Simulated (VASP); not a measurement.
Energy against volume of SiC (zinc blende). Computed with PBEsol GGA, VASP's PBE PAW potentials (set 64) (plane waves; VASP 6.6.1).

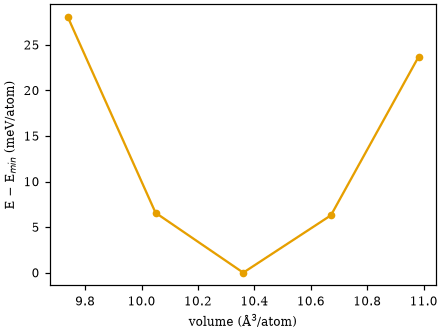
Figure: Energy against volume

Task: Estimate the equilibrium volume and the bulk modulus.

Result: The minimum lies near 10.4 Å³/atom, and the curvature gives B0 of about 220 GPa.

Measured: bulk modulus 229 GPa at 0 K (computed value off by -3.6 %), as given by Daniel Mejia-Rodriguez et al., Physical Review B (2018), arXiv:1807.09216 [0 K value with the zero-point phonon effect removed]; a 4.346 Å at 0 K (computed value off by +0.3 %), as given by Daniel Mejia-Rodriguez et al., Physical Review B (2018), arXiv:1807.09216 [static lattice: zero-point anharmonic expansion removed].

The compound is SiC in the zinc blende structure. It was relaxed first.
